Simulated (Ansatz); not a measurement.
# Grüneisen parameters and expansion of Sr3SnSe (hypothetical, Pm-3m), part 2 of 4

Which modes of Sr3SnSe (hypothetical) drive its thermal expansion? The crystal structure is hypothetical: it was made by swapping elements on a known structure type.

Ansatz 0.2.0; DFT PBEsol, scalar-relativistic, plane waves, PAW.

So far. Step 2 (Probe on a coarse mesh): The start is under 17 GPa at this level and looks like an insulator or semiconductor on this mesh.

## Step 4: Finding the static equilibrium

The vibrations must be taken about the equilibrium of this functional, not about the starting cell, so the structure is relaxed.

File input.yaml:

```yaml
crystal:
  lattice:
    - [5.7049292408, 0.0, 0.0]
    - [0.0, 5.7049292408, 0.0]
    - [0.0, 0.0, 5.7049292408]
  atoms:
    - { symbol: Sr, position: [0.0, 0.5, 0.5] }
    - { symbol: Sr, position: [0.5, 0.0, 0.5] }
    - { symbol: Sr, position: [0.5, 0.5, 0.0] }
    - { symbol: Sn, position: [0.0, 0.0, 0.0] }
    - { symbol: Se, position: [0.5, 0.5, 0.5] }
kpoints:
  mp_grid: { grid: [6, 6, 6] }
hamiltonian:
  xc: pbesol
scf:
  occupations: { method: gaussian, width: 0.1 }
output:
  forces: true
  stress: true
  eigenvalues: true
  write_density: true
  write_potential: true
  elf: true
  volumetric_format: npy
relax:
  adjacent_minimum: "off"
  f_tol: 0.005
  max_steps: 80
  cell: { stress_tol: 0.05 }
```

Started as:

```bash
$ ansatz run input.yaml --threads 4 --pin off --max-ram 16384MiB --backend cpu --events-out ev --progress --plain --runs-dir out
```

Numbers of over 12 decimals in the logs are rounded to 6 here.

The program printed:

```text
[...]
Crystal: 5 atoms, lattice volume = 185.674 Å³
Basis set: ecut = 420 eV, 3695 PW (Γ), exchange–correlation on 80×80×80 points (8 copies of the dense FFT grid, shifted against one another)
Bands: 36, of which v1, the nominal top of the filled ones, is band 30 counted from 1 (29 counted from 0)
Symmetry: 48 space group operations
[...]
k-points: 20 of 216
[...]
SCF iter   1: F=—  HF=-21855.445964 eV  |F-HF|=—  |Δ(HF+E_count)|=         —  Δρ=4.86e-3  dr2=1.92e-1  ethr=1.77e-3  ⟨swp⟩=10.9  Hψ=8604  notcnv=0
automatic band count: the SCF goes on with 42 bands, as 36 were too few: the levels above may hold too much charge
[...]
SCF iter   2: F=—  HF=-21855.413553 eV  |F-HF|=—  |Δ(HF+E_count)|=   3.24e-2  Δρ=2.81e-3  dr2=8.36e-2  ethr=3.21e-4  ⟨swp⟩=1.3  Hψ=1007  notcnv=0  defer=7
[...]
SCF iter   9: F=-21855.385924 eV  HF=-21855.385924 eV  |F-HF|=9.39e-10  |Δ(HF+E_count)|=   5.36e-9  Δρ=1.50e-6  dr2=4.47e-9  ethr=1.67e-10  ⟨swp⟩=17.4  Hψ=6693  notcnv=0
SCF 1 converged in 9 iterations: F = -21855.385924 eV  dr2 = 4.47e-9
[...]
relax step   1: F+E_penalty+E_count = -21855.38592434 eV  Δ(F+E_penalty+E_count) = +0.000e0 eV  max|allowed force component| = 1.825e-29 eV/Å  Δτ_max = 0.0000 Å  P = +0.428 GPa  Ω = 185.674 Å³  (9 SCF iters, dr2 threshold 1.00e-7 eV, accepted)
Crystal: 5 atoms, lattice volume = 187.742 Å³
Basis set: ecut = 420 eV, 3743 PW (Γ), exchange–correlation on 80×80×80 points (8 copies of the dense FFT grid, shifted against one another)
Bands: 42, of which v1, the nominal top of the filled ones, is band 30 counted from 1 (29 counted from 0)
[...]
SCF iter   5: F=-21855.389085 eV  HF=-21855.389085 eV  |F-HF|=3.64e-8  |Δ(HF+E_count)|=   2.22e-7  Δρ=6.11e-6  dr2=8.07e-8  ethr=7.62e-10  ⟨swp⟩=13.8  Hψ=7008  notcnv=0
SCF 2 converged in 5 iterations: F = -21855.389085 eV  dr2 = 8.07e-8
relax step   2: F+E_penalty+E_count = -21855.38908545 eV  Δ(F+E_penalty+E_count) = -3.161e-3 eV  max|allowed force component| = 7.068e-29 eV/Å  Δτ_max = 0.0000 Å  P = +0.080 GPa  Ω = 187.742 Å³  energy of the carried Pulay correction = -9.273e-5 eV  (5 SCF iters, dr2 threshold 4.57e-7 eV, accepted)
Crystal: 5 atoms, lattice volume = 188.225 Å³
[...]
SCF iter   6: F=-21855.389188 eV  HF=-21855.389188 eV  |F-HF|=2.28e-9  |Δ(HF+E_count)|=   8.37e-9  Δρ=9.55e-7  dr2=4.73e-9  ethr=2.68e-11  ⟨swp⟩=9.4  Hψ=4775  notcnv=0
SCF 3 converged in 6 iterations: F = -21855.389188 eV  dr2 = 4.73e-9
relax step   3: F+E_penalty+E_count = -21855.38918804 eV  Δ(F+E_penalty+E_count) = -1.026e-4 eV  max|allowed force component| = 7.678e-30 eV/Å  Δτ_max = 0.0000 Å  P = +0.002 GPa  Ω = 188.225 Å³  energy of the carried Pulay correction = -1.143e-4 eV  (6 SCF iters, dr2 threshold 1.61e-8 eV, accepted)
[...]
SCF iter   6: F=-21855.389309 eV  HF=-21855.389309 eV  |F-HF|=3.64e-12  |Δ(HF+E_count)|=  1.82e-11  Δρ=7.24e-8  dr2=2.51e-11  ethr=1.00e-12  ⟨swp⟩=8.2  Hψ=4557  notcnv=0
SCF 4 converged in 6 iterations: F = -21855.389309 eV  dr2 = 2.51e-11
relax step   4: F+E_penalty+E_count = -21855.38930910 eV  Δ(F+E_penalty+E_count) = -1.211e-4 eV  max|allowed force component| = 3.760e-30 eV/Å  Δτ_max = 0.0000 Å  P = +0.002 GPa  Ω = 188.225 Å³  stress off target by 2.09e-3 GPa  SCF on the basis re-selected at this cell (its energy is not comparable with the rows above)  (6 SCF iters)
[...]
SCF converged after 6 iterations
Free energy (F): -21855.389309 eV
[...]
Internal energy: -21855.386892 eV  (E = F + TS)
E sigma→0 (E₀):  -21855.388101 eV
Entropy (-TS):   -0.002417 eV (-0.483 meV/atom)
Fermi energy:    7.291248 eV
[...]
--- Stress (GPa, compression-positive) ---
        0.002089      -0.000000      -0.000000
       -0.000000       0.002089       0.000000
       -0.000000       0.000000       0.002089
  P = ⅓ Tr σ = 0.0021 GPa (0.021 kbar)
--- Band table (eV; the first three rows and the last of 20) ---
  k-point 0: bands = [... 26 lower, 3.6253, 7.2895, 7.3190, 7.3190, 7.3289, 7.3289, 7.3289, 7.3524, ... 8 higher]
  k-point 1: bands = [... 26 lower, 3.5848, 6.1262, 6.8968, 6.8968, 7.4075, 7.4892, 7.5212, 7.9980, ... 8 higher]
  k-point 2: bands = [... 26 lower, 3.5082, 5.2818, 6.6415, 6.6415, 7.5339, 7.9465, 8.0002, 8.8272, ... 8 higher]
  k-point 19: bands = [... 26 lower, 1.9994, 6.1805, 6.1805, 6.1805, 8.2308, 8.2308, 8.2308, 9.5395, ... 8 higher]
--- Relaxed structure (3 steps of the walk, 3 accepted, 1 SCFs on fresh bases) ---
[...]
cell:  # Å, volume = 188.2252 Å³
    - [5.730941, 0, 0]
    - [0, 5.730941, 0.0]
    - [0, 0.0, 5.730941]
  atoms:
    - { symbol: Sr, position: [0, 0.5, 0.5] }
    - { symbol: Sr, position: [0.5, 0, 0.5] }
    - { symbol: Sr, position: [0.5, 0.5, 0] }
    - { symbol: Sn, position: [0, 0, 0] }
    - { symbol: Se, position: [0.5, 0.5, 0.5] }
```

The job ended after 12 s (4 threads of Arm Neoverse V1, shared host; peak memory 0.6 GiB; 44 s of CPU time).

Relaxation path:

| step | energy less that of the first step (eV) | largest force component (eV/Å) | pressure (GPa) | volume (Å³) |
| --- | --- | --- | --- | --- |
| 1 | 0.0000 | 0.0000 | 0.43 | 185.67 |
| 2 | -0.0032 | 0.0000 | 0.08 | 187.74 |
| 3 | -0.0033 | 0.0000 | 0.00 | 188.23 |
| 4* | -0.0034 | 0.0000 | 0.00 | 188.23 |

Relaxation steps marked * repeat the geometry before them on a plane-wave basis chosen anew for their cell, so energy and pressure can jump there.

Forces are held to the 48 operations that the run works with; a distortion that breaks them can't arise in this run.

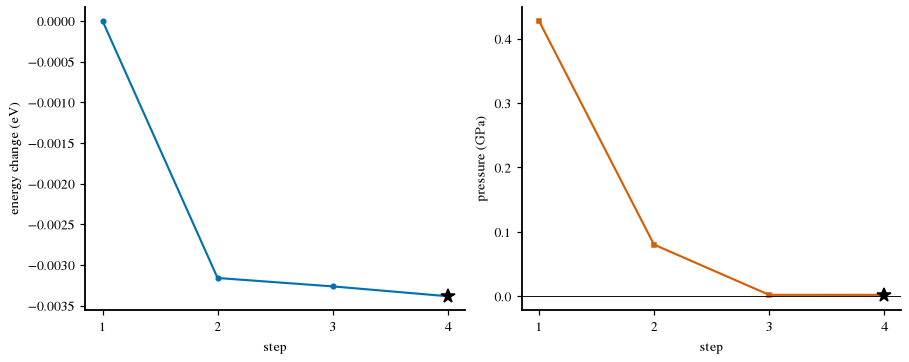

Energy and pressure along the relaxation. Stars mark steps on a basis chosen anew.

```csv
"conventional cell, symmetrised",before,after,change
a (Å),5.705,5.731,+0.5 %
b (Å),5.705,5.731,+0.5 %
c (Å),5.705,5.731,+0.5 %
volume (Å³/atom),37.13,37.65,+1.4 %
```

The relaxed structure:

```cif
data_structure
_symmetry_space_group_name_H-M 'P 1'
_symmetry_Int_Tables_number 1
_cell_length_a 5.7309
_cell_length_b 5.7309
_cell_length_c 5.7309
_cell_angle_alpha 90.000
_cell_angle_beta 90.000
_cell_angle_gamma 90.000
_cell_volume 188.23
loop_
_atom_site_label
_atom_site_type_symbol
_atom_site_fract_x
_atom_site_fract_y
_atom_site_fract_z
_atom_site_occupancy
Sr1 Sr 0.00000 0.50000 0.50000 1
Sr2 Sr 0.50000 0.00000 0.50000 1
Sr3 Sr 0.50000 0.50000 0.00000 1
Sn4 Sn 0.00000 0.00000 0.00000 1
Se5 Se 0.50000 0.50000 0.50000 1
```

Numbers from this step:

* pressure: 0.002089 GPa
* volume per atom: 37.65 Å³

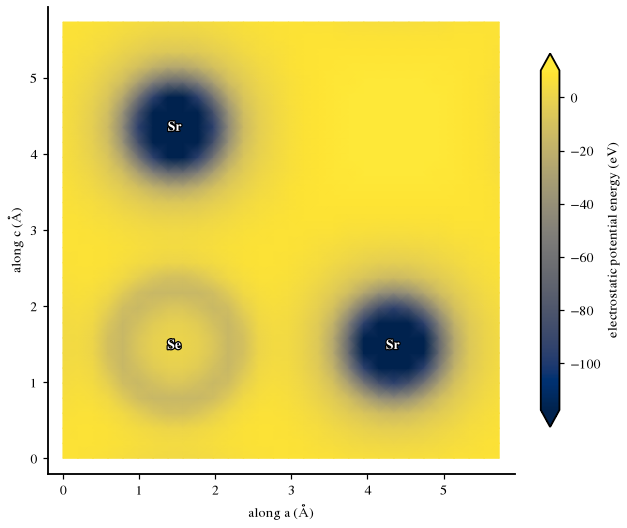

Electrostatic potential energy in the ac plane at fractional y = 0.500, with atoms of Sr and Se within 0.2 Å of it. With pseudopotentials it is smooth inside the atoms' cores, unlike the true potential. The map starts off the cell's origin, so that atoms lie inside it.

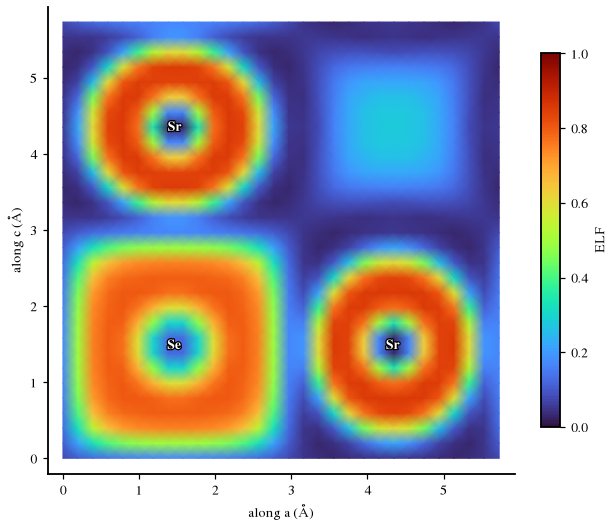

ELF in the ac plane at fractional y = 0.500, with atoms of Sr and Se within 0.2 Å of it. It is the smooth field of the valence electrons, not physical close to the nuclei. The map starts off the cell's origin, so that atoms lie inside it.

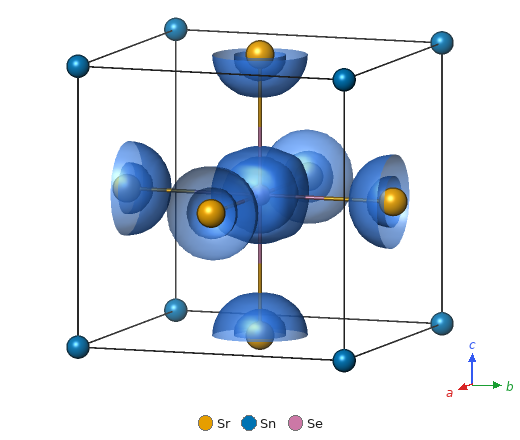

Surface of ELF = 0.79.

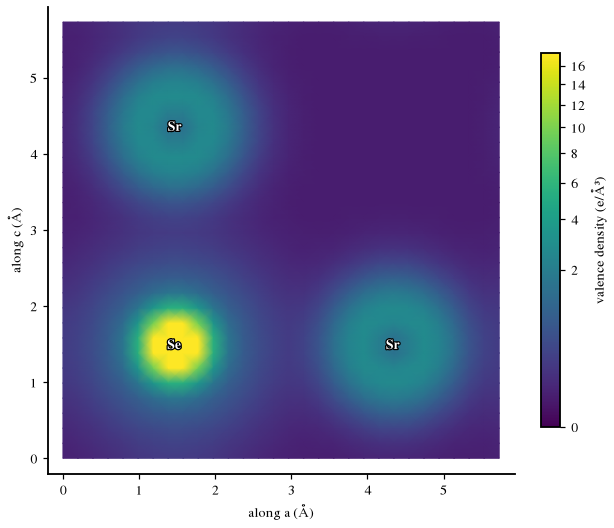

Valence density in the ac plane at fractional y = 0.500, with atoms of Sr and Se within 0.2 Å of it. It is the smooth field of the valence electrons, not physical close to the nuclei. The map starts off the cell's origin, so that atoms lie inside it. The colour scale is stretched toward low values.

The relaxation ends with a pressure of 0.00 GPa.

## Step 5: Tight relaxation

The relaxation is repeated with tighter thresholds on force and stress, since phonons are sensitive to what is left; a change of mesh or smearing in the input moves the cell too.

File input.yaml:

```yaml
crystal:
  lattice:
    - [5.7309407765, 0.0, 0.0]
    - [0.0, 5.7309407765, 0.0]
    - [0.0, 0.0, 5.7309407765]
  atoms:
    - { symbol: Sr, position: [0.0, 0.5, 0.5] }
    - { symbol: Sr, position: [0.5, 0.0, 0.5] }
    - { symbol: Sr, position: [0.5, 0.5, 0.0] }
    - { symbol: Sn, position: [0.0, 0.0, 0.0] }
    - { symbol: Se, position: [0.5, 0.5, 0.5] }
kpoints:
  mp_grid: { grid: [6, 6, 6] }
hamiltonian:
  xc: pbesol
scf:
  occupations: { method: methfessel_paxton, width: 0.2 }
output:
  forces: true
  stress: true
  eigenvalues: true
relax:
  adjacent_minimum: "off"
  f_tol: 0.001
  max_steps: 60
  cell: { stress_tol: 0.01 }
```

The program printed:

```text
[...]
Crystal: 5 atoms, lattice volume = 188.225 Å³
Basis set: ecut = 420 eV, 3743 PW (Γ), exchange–correlation on 80×80×80 points (8 copies of the dense FFT grid, shifted against one another)
Bands: 36, of which v1, the nominal top of the filled ones, is band 30 counted from 1 (29 counted from 0)
Symmetry: 48 space group operations
[...]
k-points: 20 of 216
[...]
--- Relaxed structure (1 steps of the walk, 1 accepted, 1 SCFs on fresh bases) ---
[...]
cell:  # Å, volume = 188.2252 Å³
    - [5.7309407765, 0.0, 0.0]
    - [0.0, 5.7309407765, 0.0]
    - [0.0, 0.0, 5.7309407765]
  atoms:
    - { symbol: Sr, position: [0.0, 0.5, 0.5] }
    - { symbol: Sr, position: [0.5, 0.0, 0.5] }
    - { symbol: Sr, position: [0.5, 0.5, 0.0] }
    - { symbol: Sn, position: [0.0, 0.0, 0.0] }
    - { symbol: Se, position: [0.5, 0.5, 0.5] }
[key lines of the parts left out:]
SCF converged after 7 iterations
Free energy (F): -21855.387361 eV
Fermi energy:    7.309043 eV
P = ⅓ Tr σ = 0.0005 GPa (0.005 kbar)
```

Elapsed: 6.6 s, on 4 threads; peak memory 0.59 GiB; 25 s of CPU time.

Little changed from the start: no atom moved by 0.005 Å and no cell edge by 0.1 %.

Numbers from this step:

```yaml
pressure: 4.65e-4 GPa
```

The residual pressure is 4.7e-4 GPa, small enough for phonons.

(Part 2 of 4 ends here.)

[Logs are printed without paths, hosts, clocks, repeated set-up lines and the standing remarks that a program may print on its own settings, such as how far it seeks lower states.]

[Hosts, paths, dates, database ids (printed as entryN), source tags and the programs' standing remarks are cut or masked in the printed files.]

[A step with changed settings may run another functional than the one named; its input shows which.]

[Of the runs on displaced cells, only some may be shown.]
